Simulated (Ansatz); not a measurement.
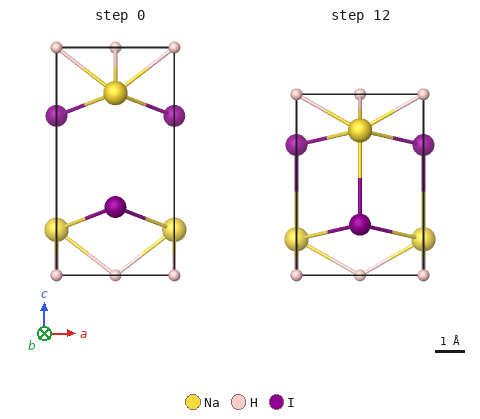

The structure of a crystal of NaHI (a generated structure, set up in P4/nmm) before (left) and after (right) a relaxation, at one scale.

A ball-and-stick model of the cell of the calculation, seen along the b axis.

Method: DFT, PAW plane waves, PBEsol (Ansatz 0.2.0). Set-up: plane-wave cutoff 420 eV; k-point mesh 4 × 4 × 3; occupations methfessel paxton; smearing width 0.0643 eV; no spin polarisation; cell and atoms relaxed; at most 40 steps.

> Describe what moved and what it gained.

The energy falls by 103 meV per atom in 10 accepted moves (12 points after the start). The largest force component goes from 0.37 to 0.0044 eV/Å. Pressure: 0.25 GPa at the start and −0.02 GPa at the end. The SCF was repeated twice at an unchanged geometry on a basis and grid sized afresh for the cell, which shifted the energy by 0.2 meV per atom at most. The largest moves relative to the cell, 0.13 Å, are those of I atoms. Largest moves by element: I 0.13 Å, Na 0.01 Å. H stays in place. The volume changes by −7.7 %, with a = b 4.126 → 4.446 Å (+7.8 %), c 7.977 → 6.338 Å (−20.5 %). Near-neighbour distances that change, for instance: I–Na 3.988 → 3.035 Å, I–Na 3.988 → 3.303 Å, I–Na 3.025 → 3.186 Å, H–Na 2.608 → 2.556 Å. New bonds form: I–Na (3.99 → 3.03 Å), I–Na (3.99 → 3.30 Å). Bond angles that change, for instance: I–Na–I 149.4° → 161.5°, Na–I–Na 149.4° → 161.5°, I–Na–I 86.0° → 88.5°. The space group stays P4/nmm (No. 129). Cost: 58 s on 1 thread of Arm Neoverse V1, on a shared host, peak memory 0.38 GiB.

Limits of the set-up: the k-point mesh is coarse for a cell with partly filled bands.
